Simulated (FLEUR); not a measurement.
# How far to go with the basis cutoff: ZnNi (P4mm, 2 atoms in the cell)

```xyz
2
Lattice="2.7101 0.0000 0.0000 0.0000 2.7101 0.0000 0.0000 0.0000 3.1979" Properties=species:S:1:pos:R:3 pbc="T T T"
Zn     1.3550     1.3550     1.6489
Ni     0.0000     0.0000     0.0000
```

Method: LDA (Perdew-Zunger), all-electron FLAPW (FLEUR), scalar-relativistic valence.

Base settings: Kmax = 3.6 1/bohr; GmaxXC = 12.6 1/bohr; xcFunctional = pz; jspins = 1; l_soc = F; mode = hist; fermiSmearingEnergy = 0.00367493 Htr; mesh (inpgen div1-3) = 4 4 4; inpgen gamma flag = true; Gmax = 12.6 1/bohr.

Moved along: Gmax, GmaxXC.

The second cell is the first with its lattice scaled by 0.98.

The mesh stays at the base's, so the ladder's end is converged at best in this setting alone.

Only quantities that move along the ladder and can be compared are tabulated.

The starting cell comes from a database of computed structures (which also holds hypothetical and non-ambient phases and stackings), without a prior relaxation at this level. Its lattice was rescaled by up to half a per cent. One atom was moved a little off its site on purpose. Spin polarisation is off. Values depend on the basis (sphere radii, cutoffs, local orbitals), which need not be converged.

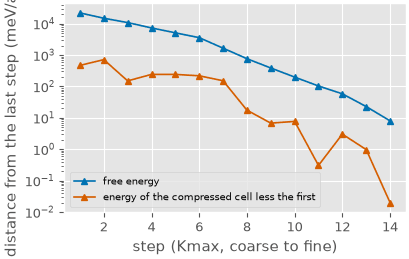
Distance from the last step along the ladder; very small values are drawn at a floor.

| Kmax | free energy less the last step's (meV/atom) | energy of the compressed cell less the first (meV/atom) | largest difference of a force vector from the last step's (eV/Å) |
|---|---|---|---|
| 2.13 1/bohr | 22021.06 | -486.61 | 1.060 |
| 2.28 1/bohr | 14928.20 | -734.22 | 0.426 |
| 2.41 1/bohr | 10840.40 | -168.59 | 0.450 |
| 2.55 1/bohr | 7321.22 | -260.33 | 1.008 |
| 2.67 1/bohr | 5117.52 | -260.22 | 0.733 |
| 2.79 1/bohr | 3589.98 | -236.76 | 0.463 |
| 3.01 1/bohr | 1660.14 | -170.24 | 0.082 |
| 3.22 1/bohr | 767.89 | -0.47 | 0.022 |
| 3.42 1/bohr | 387.42 | -24.84 | 0.021 |
| 3.6 1/bohr | 199.13 | -25.75 | 0.008 |
| 3.78 1/bohr | 103.54 | -17.74 | 0.003 |
| 3.94 1/bohr | 58.30 | -21.08 | 0.003 |
| 4.18 1/bohr | 22.91 | -19.02 | 0.002 |
| 4.41 1/bohr | 8.03 | -18.06 | 0.002 |
| 4.76 1/bohr | 0.00 | -18.05 | 0.000 |

Coarsest Kmax that holds the forces within 0.01 eV/Å of the last step, with all finer ones: 3.6 1/bohr; the step before is off by 0.021 eV/Å.

Coarsest Kmax that holds the free energy within 5 meV/atom: not settled: the last two steps still differ by 8.0 meV/atom, over half the tolerance, so the ladder does not show it.

Coarsest Kmax that holds the energy of the compressed cell less the first within 2 meV/atom of the last step, with all finer ones: 4.18 1/bohr; the step before is off by 3.0 meV/atom.

Two neighbours can agree and both be off: 2.55 1/bohr and 2.67 1/bohr differ by 0.10 meV/atom in the energy of the compressed cell less the first, yet lie about 240 meV/atom from the last step.
